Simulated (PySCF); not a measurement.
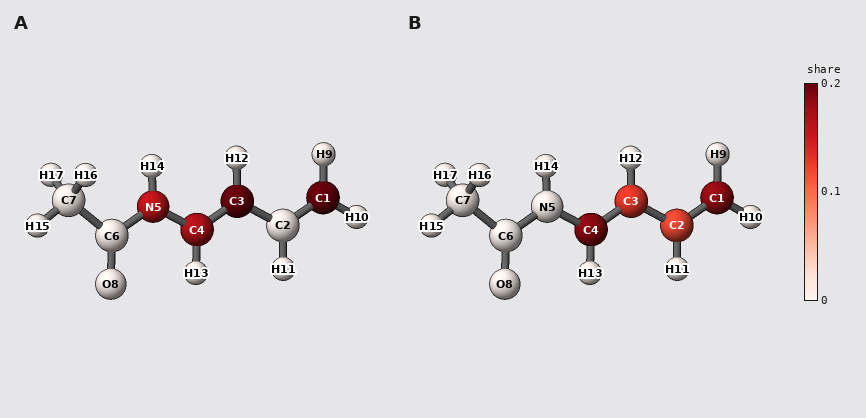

Each panel colours the atoms by their Löwdin share in one orbital (up to four of the largest shares; other atoms are shown as zero). The geometry was computed by an optimisation with GFN2-xTB. No frequency run is at hand to confirm it as a minimum. Method: CAM-B3LYP/def2-SVPD (PySCF 2.14.0).

The panels show the HOMO, LUMO, in some order. Which is which?

Answer. A: HOMO, −7.33 eV; C1 0.20, C3 0.20, C4 0.16, N5 0.15
B: LUMO, 0.14 eV; C4 0.18, C1 0.18, C3 0.12, C2 0.12
